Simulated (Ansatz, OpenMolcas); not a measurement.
# Exact exchange and the HOMO–LUMO gap of GaH2O2F

GaH2O2F: 6 atoms, total charge 0, spin state singlet. As SMILES, `[OH][Ga]([OH])[F]`. Geometry: relaxed at PBE0-D4/def2-TZVP. This is one conformer, not always the lowest.

The HOMO–LUMO gap y, in eV, basis 6-31G(d); a is the functional's share of exact exchange. Programs: Ansatz 0.2.0, OpenMolcas 26.06.

| functional | program | a | y (eV) |
| --- | --- | --- | --- |
| TPSS | OpenMolcas | 0 | 5.32 |
| revPBE | OpenMolcas | 0 | 5.06 |
| B3LYP | Ansatz | 0.2 | 7.08 |
| PBE0 | OpenMolcas | 0.25 | ? |
| BHLYP | OpenMolcas | 0.5 | 10.26 |

Problem. Fit y = c + s·a to the known rows and predict PBE0.

Solution. 
1. Means of the 4 rows: a = 0.1750, y = 6.930.
2. Σ(Δa)² = 0.1675, Σ(Δa·Δy) = 1.695, so the slope is 1.695/0.1675 = 10.119.
3. Intercept: 6.930 − (10.119) × 0.1750 = 5.159. The largest residual of the fit is 0.16.
4. PBE0: 5.159 + (10.119) × 0.25 = 7.69 eV.

The run gave 7.77 eV, so the prediction is off by -0.08 eV, within the largest residual. Exact exchange lowers occupied levels and raises empty ones. The rows mix families of semi-local functionals, which the line can't see.

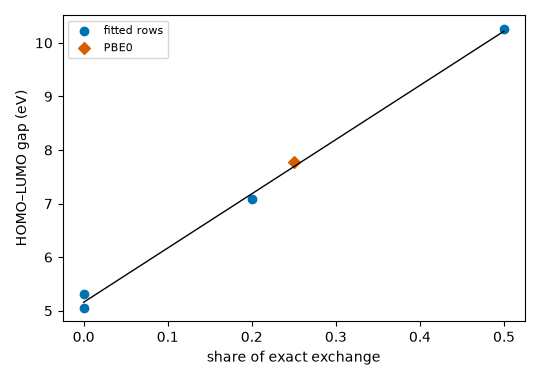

The fitted line, with the withheld row.
